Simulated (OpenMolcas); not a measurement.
# HOI (hypoiodous acid) at CCSD(T)/def2-SVPD (core potential)

Aim: the vertical singlet–triplet gap of HOI (hypoiodous acid) at CCSD(T)/def2-SVPD (core potential), from 2 runs. 

The calculation is run with OpenMolcas 26.06.

## 1. The system as given

HOI has 3 atoms, charge 0, and is taken as a singlet. SMILES: `OI`. Geometry: relaxed at PBE0-D4/def2-TZVP.

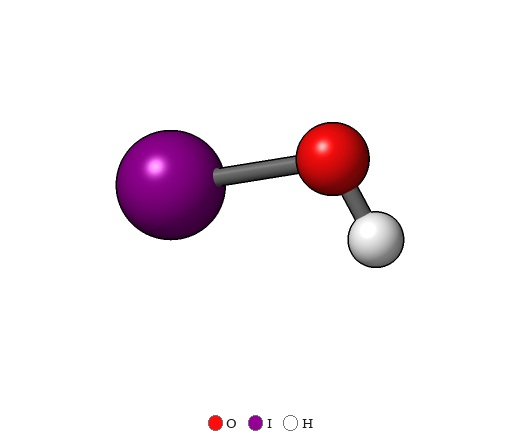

Viewed from a chosen angle; oxygen red, iodine purple, hydrogen white.

## 2. A single-point energy at CCSD(T)/def2-SVPD (core potential)

job.inp

```
&GATEWAY
  BasLib
  $CurrDir
  Coord
  3
  angstrom
  O       -0.376230      -0.467640      -0.253400
  I        1.247110       0.130190       0.697040
  H       -0.870890       0.337450      -0.443630
  Basis
  def2-SVPD
  Group
  NoSym

&SEWARD

&SCF
  PrOrbitals
  0

&RASSCF
  FileOrb
  $Project.ScfOrb
  Spin
  1
  Nactel
  0 0 0
  Inactive
  17
  Ras2
  0
  OutOrbitals
  Canonical
  OrbListing
  Nothing

&MOTRA
  JobIph
  Frozen
  5

&CCSDT
  CCT
  Triples
  2
  Iterations
  50
  Extrapolation
  5 4
```

The basis set def2-SVPD is read from a file made from the Basis Set Exchange's data (not shown).

Run with:

```sh
$ export MOLCAS_MEM=1860
$ pymolcas job.inp > job.log
```

The program printed:

```text
--- Start Module: gateway ---
[...]
--- Stop Module: gateway /rc=_RC_ALL_IS_WELL_ ---
[...]
      Basis functions           66
[...]
       Convergence after  12 Iterations
[...]
::    Total SCF energy                               -371.9948570976
[...]
      Total spin, S                                     0.0000000000
[...]
      Number of active orbitals                  0
[...]
      Spin quantum number                      0.0
[...]
      Active orbitals                            0
[...]
      Number of CSFs                             1
[...]
      Number of root(s) required                 1
[...]
      Convergence after  4 iterations
[...]
      Natural orbitals and occupation numbers for root  1
      ************************************************************************************************************************
      *                                                    Final results                                                     *
      ************************************************************************************************************************
[...]
::    RASSCF root number  1 Total energy:   -371.99485710
[...]
      Total electronic charge=   34.000000
      Total            charge=   -0.000000
[...]
      Dipole Moment (debye):
      Origin of the operator (angstrom)=    1.0518    0.0652    0.5834
                   X=  1.3547E-01               Y=  1.5669E+00               Z=  2.3203E-01           Total=  1.5898E+00
      Quadrupole Moment (debye*angstrom):
[...]
--- Start Module: motra ---
[...]
      *** WARNING: Default frozen orbitals is overwritten by user input.
      *** Default values:   1
[...]
--- Stop Module: motra /rc=_RC_ALL_IS_WELL_ ---
--- Start Module: ccsdt ---
[...]
      Convergence after                    15  Iterations
      Total energy (diff) :    -372.34132681      -0.00000009
[...]
 METHOD                       : CCSD+T(CCSD)+<T3(1)WT1> = CCSD(T)
[...]
       CCSD     =      -372.3413268089910
[...]
--- Stop Module: ccsdt /rc=_RC_ALL_IS_WELL_ ---
[...]
```

Run time: 21 s. Hardware: 1 thread of Arm Neoverse V1, shared host; peak memory 0.41 GiB.

## 3. The triplet at the same level

job.input

```
* HIO CCSD(T)

&GATEWAY
 BASLIB=$CurrDir
 COORD
 3
 angstrom
 O       -0.376230      -0.467640      -0.253400
 I        1.247110       0.130190       0.697040
 H       -0.870890       0.337450      -0.443630
 BASIS=def2-SVPD
 GROUP=NoSym

&SEWARD

&SCF
 UHF
 SPIN=3
 PRORBITALS=0

&RASSCF
 FILEORB=$Project.UnaOrb
 SPIN=3
 NACTEL=2 0 0
 INACTIVE=16
 RAS2=2
 OUTORBITALS=Canonical
 ORBLISTING=Nothing

&MOTRA
 JOBIPH
 FROZEN=5

&CCSDT
 CCT
 TRIPLES=3
 ITERATIONS=50
 EXTRAPOLATION=5 4
```

The basis set def2-SVPD is read from a file made from the Basis Set Exchange's data (not shown).

Run with:

```sh
$ export MOLCAS_MEM=1860
$ pymolcas job.input > job.log
```

The program printed:

```text
--- Start Module: gateway ---
[...]
--- Stop Module: gateway /rc=_RC_ALL_IS_WELL_ ---
[...]
      Basis functions           66
[...]
       Convergence after  20 Iterations
[...]
::    Total SCF energy                               -371.9142873248
[...]
      Total spin, S                                     1.0097345493
[...]
      Number of active orbitals                  2
[...]
      Spin quantum number                      1.0
[...]
      Active orbitals                            2
[...]
      Number of CSFs                             1
[...]
      Number of root(s) required                 1
[...]
      Convergence after 12 iterations
[...]
      printout of CI-coefficients larger than  0.05 for root  1
      energy=    -371.904365
      conf/sym  11     Coeff  Weight
             1  uu   1.00000 1.00000
      Natural orbitals and occupation numbers for root  1
      sym 1:   1.000000   1.000000
      ************************************************************************************************************************
      *                                                    Final results                                                     *
[...]
::    RASSCF root number  1 Total energy:   -371.90436489
[...]
      Total electronic charge=   34.000000
      Total            charge=   -0.000000
[...]
      Dipole Moment (debye):
      Origin of the operator (angstrom)=    1.0518    0.0652    0.5834
                   X=  5.0385E-01               Y=  1.5808E+00               Z=  4.3545E-01           Total=  1.7154E+00
      Quadrupole Moment (debye*angstrom):
[...]
--- Start Module: motra ---
[...]
      *** WARNING: Default frozen orbitals is overwritten by user input.
      *** Default values:   1
[...]
--- Stop Module: motra /rc=_RC_ALL_IS_WELL_ ---
--- Start Module: ccsdt ---
[...]
      Convergence after                    17  Iterations
      Total energy (diff) :    -372.25286274       0.00000002
[...]
 METHOD                       : CCSD+T(CCSD)+<T3(1)WT1>+<T3(1)UT2> = CCSD(T)
[...]
       CCSD     =      -372.2528627449941
[...]
--- Stop Module: ccsdt /rc=_RC_ALL_IS_WELL_ ---
[...]
```

Run time: 26 s. Hardware: 1 thread of Arm Neoverse V1, shared host; peak memory 0.41 GiB.

## 4. Results

At CCSD(T)/def2-SVPD (core potential), 5 core orbitals frozen:

| quantity | value |
| --- | --- |
| singlet: total energy | -372.35184 Eh |
| singlet: dipole moment (mean-field density) | 1.59 D |
| singlet: HOMO energy (Hartree–Fock orbitals) | -10.25 eV |
| singlet: LUMO energy (Hartree–Fock orbitals) | 0.46 eV |
| singlet: HOMO–LUMO gap (Hartree–Fock orbitals) | 10.71 eV |
| singlet: correlation energy (5 core orbitals frozen) | -357.0 mEh |
| singlet: (T) correction | -10.51 mEh |
| triplet: total energy | -372.26448 Eh |
| triplet: (T) correction | -11.61 mEh |
| vertical energy of the triplet above the singlet | 2.377 eV |

What this shows: At this shape the triplet lies 2.38 eV (229 kJ/mol) above the singlet. The triples (singlet) make up 2.9 % of the correlation energy.
